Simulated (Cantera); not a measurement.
Charge: 1 mol Ta, 2.9 mol CH4, at 1200 Pa.

These are equilibrium values from Cantera (NASA tables, ideal gas, pure condensed phases), not measurements of a reactor. Candidate condensed phases: C, C6H6, C7H8, C8H18, Ta, TaC; 77 gas species. TaC: taken at fixed stoichiometry. Condensed phases not in the tables: Ta2C. Rates play no part.

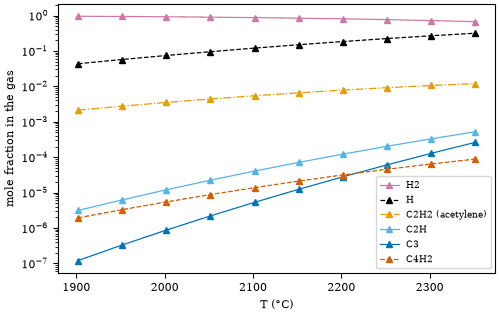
Equilibrium gas composition (values under 1e-9 drawn at 1e-9)

### Question
Read off the mole fractions at 2302 °C.

### Answer
H2 about 0.72, H about 0.27, C2H2 (acetylene) about 0.011, C2H about 0.00033, C3 about 0.00013, C4H2 about 6.4e-5.
